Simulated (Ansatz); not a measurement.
## Converging the plane-wave cutoff: Mg (P-3m1, 2 atoms in the cell)

```yaml
crystal:
  lattice:
    - [1.60018, -2.77160, 0.00000]
    - [1.60018, 2.77160, 0.00000]
    - [0.00000, 0.00000, 5.19437]
  atoms:
    - { symbol: Mg, position: [0.33333, 0.66667, 0.25963] }
    - { symbol: Mg, position: [0.66667, 0.33333, 0.75000] }
```

Method: LDA (PW92), default PAW files made with PBE (plane waves; Ansatz, a first-principles code).

Base settings: basis.ecutwfc = 30.9 Ry; kpoints.mp_grid.grid = 12 12 7; hamiltonian.xc = lda; hamiltonian.pseudopotentials = {kind: paw} (the program's default PAW files); scf.occupations.method = fermi_dirac; scf.occupations.width = 0.0073 Ry.

The second cell is the first with its lattice scaled by 0.98.

The mesh stays at the base's, so the ladder's end is converged at best in this setting alone.

The first pressure column holds Ansatz's estimate of the finite-basis (Pulay) stress, which hides part of the cutoff error; the other is without it.

Only quantities that move along the ladder and can be compared are tabulated.

The count of work is k-points × plane waves × bands × iterations; it is no time. 

The starting cell has typed, rounded lattice constants, without a prior relaxation at this level. Its lattice was rescaled by up to half a per cent. One atom was moved a little off its site on purpose.

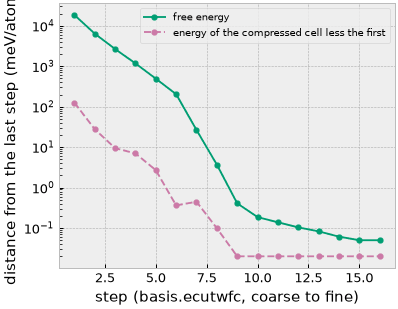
Fig. 1. Distance from the last step along the ladder; very small values are drawn at a floor.

```tsv
basis.ecutwfc	free energy less the last step's (meV/atom)	energy of the compressed cell less the first (meV/atom)	pressure (GPa)	pressure without the Pulay estimate (GPa)	largest difference of a force vector from the last step's (eV/Å)	count of work / last
10.7 Ry	18492.33	115.83	4.39	-552.95	0.138	0.064
12.5 Ry	6390.51	-37.78	-7.25	-219.83	0.086	0.073
14 Ry	2665.16	-0.59	-1.03	-102.76	0.030	0.085
15.4 Ry	1175.11	-3.05	-2.47	-51.07	0.032	0.093
16.9 Ry	493.24	-12.74	-2.48	-24.95	0.007	0.11
18.4 Ry	203.58	-10.40	-2.19	-12.61	0.002	0.12
21.7 Ry	26.64	-10.49	-2.19	-3.91	0.000	0.16
24.6 Ry	3.69	-9.94	-2.17	-2.48	0.000	0.19
27.9 Ry	0.41	-10.04	-2.18	-2.21	0.000	0.23
30.9 Ry	0.19	-10.04	-2.18	-2.19	0.000	0.27
33.8 Ry	0.14	-10.04	-2.18	-2.18	0.000	0.31
37.1 Ry	0.10	-10.04	-2.18	-2.18	0.000	0.35
41.5 Ry	0.08	-10.04	-2.18	-2.18	0.000	0.41
46.3 Ry	0.06	-10.04	-2.18	-2.18	0.000	0.51
54 Ry	0.02	-10.04	-2.18	-2.18	0.000	0.62
61.7 Ry	0.01	-10.04	-2.18	-2.18	0.000	0.76
74.2 Ry	0.00	-10.04	-2.18	-2.18	0.000	1.0
```

Coarsest basis.ecutwfc that holds the pressure within 0.1 GPa of the last step, with all finer ones: 18.4 Ry, at 0.12 of the last step's count of work; the step before is off by 0.29 GPa.

Coarsest basis.ecutwfc that holds the pressure without the Pulay estimate within 0.2 GPa of the last step, with all finer ones: 27.9 Ry, at 0.23 of the last step's count of work; the step before is off by 0.29 GPa.

Coarsest basis.ecutwfc that holds the free energy within 0.5 meV/atom of the last step, with all finer ones: 27.9 Ry, at 0.23 of the last step's count of work; the step before is off by 3.7 meV/atom.

The energy difference between the two cells stays within 1 meV/atom of the last step's from 18.4 Ry on, the total only from 27.9 Ry on: much of the error is common to both cells and cancels.

At the lowest cutoff the pressure without the Pulay estimate lies 551 GPa under the last step's, the usual sign of Pulay stress in an incomplete plane-wave basis.

Keys are those of Ansatz 0.2.
